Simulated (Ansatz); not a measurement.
# CH6Ge (methyl germane): a chain of runs

Aim: a single-point energy (singlet CH6Ge, CCSD/6-31G), then a single-point energy (doublet CH5Ge, UCCSD/6-31G), then a single-point energy (doublet CH5Ge, UCCSD/6-31G) of CH6Ge and its partners. 

The calculation is run with Ansatz 0.2.0.

### Step 1. The molecule

CH6Ge has 8 atoms, charge 0, and is taken as a singlet. As SMILES, `[CH3][GeH3]`. The coordinates come from a PBE0-D4/def2-TZVP relaxation.

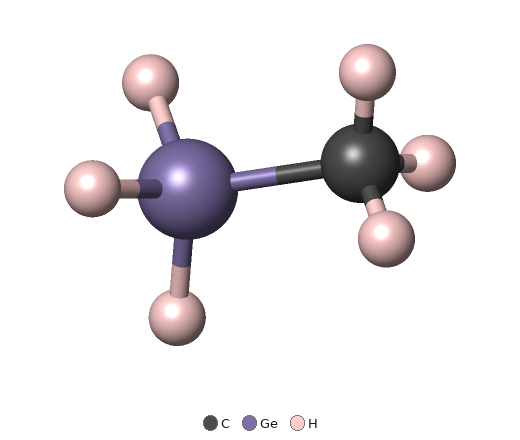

The structure, seen from a chosen angle (carbon dark grey, germanium purple, hydrogen pink).

### Step 2. A single-point energy at CCSD/6-31G (run 1)

molecule.yaml

```yaml
crystal:
  periodic: [false, false, false]
  atoms:
    - {symbol: C, position_ang: [-0.310900, 0.190300, -0.971400]}
    - {symbol: Ge, position_ang: [0.296900, -0.181900, 0.846700]}
    - {symbol: H, position_ang: [-1.380100, 0.404200, -0.976500]}
    - {symbol: H, position_ang: [0.218800, 1.052200, -1.378400]}
    - {symbol: H, position_ang: [-0.124600, -0.669400, -1.616000]}
    - {symbol: H, position_ang: [0.030700, 1.028200, 1.760100]}
    - {symbol: H, position_ang: [1.807100, -0.479600, 0.857700]}
    - {symbol: H, position_ang: [-0.445700, -1.401200, 1.422100]}
basis:
  gaussian:
    orbitals: 6-31G
magnetization:
  spin_polarized: false
correlation:
  method: ccsd
scf:
  omitted_lower_state_checks: [cluster_reference]
```

The run is started by

```console
$ ansatz run molecule.yaml --threads 1 --pin off --max-ram 2610MiB --events-out events.jsonl --progress --plain --runs-dir runs
```

Log:

```text
Warning: RAYON_NUM_THREADS=1 ignored (pool sized by the plan → 1); use --threads N
Functional definition: HF
  name "HF"
  exchange = exact_x
  correlation = 0
these checks for a lower state are left out or cut short: cluster_reference
569 factors; integrals over basis functions are off by at most 4.2e-4 eV
mean field evaluation 1: about -57587.8219 eV, gradient 1.8e1 eV
mean field evaluation 2: about -57587.8579 eV, gradient 1.8e1 eV
mean field evaluation 4: about -57588.8091 eV, gradient 1.7e0 eV
mean field evaluation 8: about -57588.8177 eV, gradient 1.2e-4 eV
mean field -57588.81770519 eV, -2116.3500155631 hartree, gradient 6.0e-6 eV, S^2 0.000000; 0 other end points of the search recorded, 0 dependent functions left out
10 core orbitals not correlated: weight in the atoms' cores, before any rotation towards them, 1.000 or more for the frozen orbitals, at most 0.000 for the correlated occupied ones
reference -57588.81770519 eV, -2116.3500155631 hartree; 12, 12 occupied and 28, 28 virtual orbitals, 569 factors
second order -8.44513011 eV of doubles, -0.00000000 eV of singles
cycle   1  -8.60565423 eV  change   -1.6e-1 eV  update   6.8e-2
cycle   2  -8.97564966 eV  change   -3.7e-1 eV  update   2.4e-2
cycle   3  -8.99378699 eV  change   -1.8e-2 eV  update   7.5e-3
cycle   4  -8.99315679 eV  change    6.3e-4 eV  update   1.8e-3
cycle   5  -8.99451962 eV  change   -1.4e-3 eV  update   5.2e-4
cycle   6  -8.99440081 eV  change    1.2e-4 eV  update   1.5e-4
cycle   7  -8.99441490 eV  change   -1.4e-5 eV  update   3.3e-5
cycle   8  -8.99443630 eV  change   -2.1e-5 eV  update   8.9e-6
Total energy: -57597.81214149 eV, -2116.6805550005 hartree
Checks for a lower state left out: cluster_reference
```

Wall time 0.97 s (1 thread of Arm Neoverse V1, shared host); peak memory 0.097 GiB.

### Step 3. CH5Ge: the energy at UCCSD/6-31G (run 2)

run.yaml

```yaml
crystal:
  periodic: [false, false, false]
  atoms:
    - {symbol: C, position_ang: [-0.310900, 0.190300, -0.971400]}
    - {symbol: Ge, position_ang: [0.296900, -0.181900, 0.846700]}
    - {symbol: H, position_ang: [-1.380100, 0.404200, -0.976500]}
    - {symbol: H, position_ang: [0.218800, 1.052200, -1.378400]}
    - {symbol: H, position_ang: [-0.124600, -0.669400, -1.616000]}
    - {symbol: H, position_ang: [0.030700, 1.028200, 1.760100]}
    - {symbol: H, position_ang: [-0.445700, -1.401200, 1.422100]}
basis:
  gaussian:
    orbitals: 6-31G
magnetization:
  spin_polarized: true
  initial_magnetization: 1
correlation:
  method: ccsd
scf:
  omitted_lower_state_checks: [cluster_reference]
```

The run is started by

```console
$ ansatz run run.yaml --threads 1 --pin off --max-ram 2610MiB --events-out events.jsonl --progress --plain --runs-dir runs
```

Log (excerpt; [...] marks lines left out):

```text
Warning: RAYON_NUM_THREADS=1 ignored (pool sized by the plan → 1); use --threads N
Functional definition: HF
  name "HF"
[...]
537 factors; integrals over basis functions are off by at most 4.3e-4 eV
[...]
mean field -57572.34917864 eV, -2115.7448083752 hartree, gradient 9.0e-6 eV, S^2 0.752716; 0 other end points of the search recorded, 0 dependent functions left out
10 core orbitals not correlated: weight in the atoms' cores, before any rotation towards them, 1.000 or more for the frozen orbitals, at most 0.000 for the correlated occupied ones
reference -57572.34917864 eV, -2115.7448083752 hartree; 12, 11 occupied and 26, 27 virtual orbitals, 537 factors
second order -8.09799452 eV of doubles, -0.00000000 eV of singles
cycle   1  -8.19022210 eV  change   -9.2e-2 eV  update   6.5e-2
[...]
cycle   9  -8.54878337 eV  change    6.7e-6 eV  update   1.0e-5
Total energy: -57580.89796201 eV, -2116.0589703693 hartree
Checks for a lower state left out: cluster_reference
```

Wall time 1.9 s (1 thread of Arm Neoverse V1, shared host); peak memory 0.13 GiB.

### Step 4. CH5Ge among ghost functions: a single-point energy at UCCSD/6-31G (with ghost functions) (run 3)

input.yaml

```yaml
crystal:
  periodic: [false, false, false]
  atoms:
    - {symbol: C, position_ang: [-0.310900, 0.190300, -0.971400]}
    - {symbol: Ge, position_ang: [0.296900, -0.181900, 0.846700]}
    - {symbol: H, position_ang: [-1.380100, 0.404200, -0.976500]}
    - {symbol: H, position_ang: [0.218800, 1.052200, -1.378400]}
    - {symbol: H, position_ang: [-0.124600, -0.669400, -1.616000]}
    - {symbol: H, position_ang: [0.030700, 1.028200, 1.760100]}
    - {symbol: H, position_ang: [-0.445700, -1.401200, 1.422100]}
basis:
  gaussian:
    orbitals: 6-31G
    ghost_atoms: [{symbol: H, position_ang: [1.807100, -0.479600, 0.857700]}]
correlation: {method: ccsd}
scf: {omitted_lower_state_checks: [cluster_reference]}
magnetization: {spin_polarized: true, initial_magnetization: 1}
```

The run is started by

```console
$ ansatz run input.yaml --threads 1 --pin off --max-ram 2610MiB --events-out events.jsonl --progress --plain --runs-dir runs
```

Log (excerpt; [...] marks lines left out):

```text
Warning: RAYON_NUM_THREADS=1 ignored (pool sized by the plan → 1); use --threads N
Functional definition: HF
  name "HF"
[...]
569 factors; integrals over basis functions are off by at most 4.2e-4 eV
[...]
mean field -57572.43045099 eV, -2115.7477950789 hartree, gradient 8.6e-6 eV, S^2 0.752938; 0 other end points of the search recorded, 0 dependent functions left out
10 core orbitals not correlated: weight in the atoms' cores, before any rotation towards them, 1.000 or more for the frozen orbitals, at most 0.000 for the correlated occupied ones
reference -57572.43045099 eV, -2115.7477950789 hartree; 12, 11 occupied and 28, 29 virtual orbitals, 569 factors
second order -8.13307672 eV of doubles, -0.00000000 eV of singles
cycle   1  -8.22444347 eV  change   -9.1e-2 eV  update   6.6e-2
[...]
cycle   9  -8.58663152 eV  change    6.2e-6 eV  update   1.1e-5
Total energy: -57581.01708250 eV, -2116.0633479669 hartree
Checks for a lower state left out: cluster_reference
```

Wall time 2.1 s (1 thread of Arm Neoverse V1, shared host); peak memory 0.14 GiB.

### Step 5. Summary of results

| quantity | value |
| --- | --- |
| run 1, CCSD/6-31G: total energy | -2116.68056 Eh |
| run 1, CCSD/6-31G: correlation energy (10 core orbitals frozen) | -330.5 mEh |
| run 1, CCSD/6-31G: T1 diagnostic | 0.007 |
| CH5Ge: total energy | -2116.05897 Eh |
| CH5Ge: correlation energy (10 core orbitals frozen) | -314.2 mEh |
| CH5Ge: ⟨S²⟩ of the reference determinant | 0.753 |
| CH5Ge: T1 diagnostic | 0.007 |
| CH5Ge among ghost functions: total energy | -2116.06335 Eh |
| CH5Ge among ghost functions: correlation energy (10 core orbitals frozen) | -315.6 mEh |
| CH5Ge among ghost functions: ⟨S²⟩ of the reference determinant | 0.753 |
| CH5Ge among ghost functions: T1 diagnostic | 0.008 |
